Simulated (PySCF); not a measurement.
C2H4BrFSi2

Input

```
{"job": {"kind": "uv", "xc": "wB97X-D", "basis": "def2-SVPD", "nstates": 8, "ntriplets": 3}, "charge": 0, "multiplicity": 1}
C      2.735764    -0.371667    -0.361020
C      1.623406     0.083711    -0.409684
Si    -0.088573     0.783297    -0.419406
Br     0.080135     2.662499     0.821759
Si    -1.657826    -0.605030     0.543240
F     -1.869233    -1.767907    -0.552668
H      3.711080    -0.765860    -0.329028
H     -0.322840     1.308903    -1.766068
H     -1.221027    -1.303861     1.744241
H     -2.982004    -0.019431     0.706105
```

Command:

```sh
OMP_NUM_THREADS=1 python probes_run.py task.json out
```

Geometry: GFN2-xTB.

These are results of wB97X-D/def2-SVPD, SCF density, gas phase (PySCF 2.14.0), not measurements.

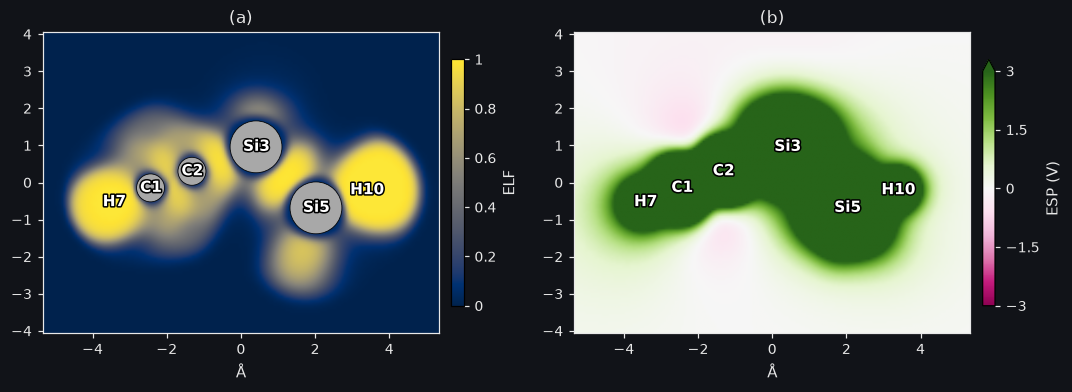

Figure 1. (a) electron localisation function; (b) molecular electrostatic potential on the plane of atoms C2, Si3 and Si5. Grey discs cover the atomic cores in the ELF map.

Q: What do the fields say about this system?

A: Atoms in the plane: C, Si and H.
C–C (1.20 Å): the ELF peaks at about 0.85 between the atoms: a multiple bond.
C–Si (1.85 Å): the ELF peaks at about 0.95 between the atoms: localised, covalent bonding.
Si–Si (2.31 Å): the ELF peaks at about 1 between the atoms, as expected for localised, covalent bonding.
C–H (1.05 Å): the ELF climbs to about 1 towards the hydrogen, as it does in any bond to H: a covalent bond by its length.
Si–H (1.46 Å): the ELF climbs to about 1 towards the hydrogen.
Outside the dense part of the molecule the potential is most negative (−0.6 V) near C2.

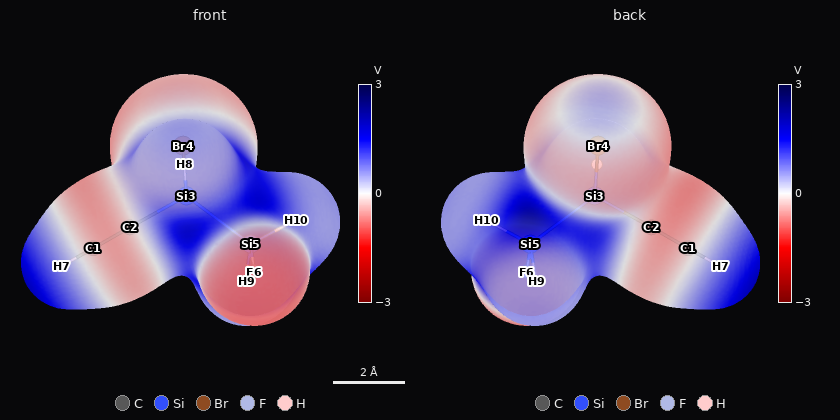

Figure 2. The molecular electrostatic potential painted on the density surface at 0.002 e/bohr³, seen from the front and from behind; red is negative and blue positive.

Q: Which sites attract a positive test charge, and which a negative one?

A: A positive charge is drawn to the negative regions and a negative charge to the positive ones. The most negative region (about −0.9 V) lies over F6, the most positive (about +2.0 V) over Si5. Br4 shows a σ-hole: about +0.4 V at the tip opposite its bond, against about −0.4 V on its flanks.
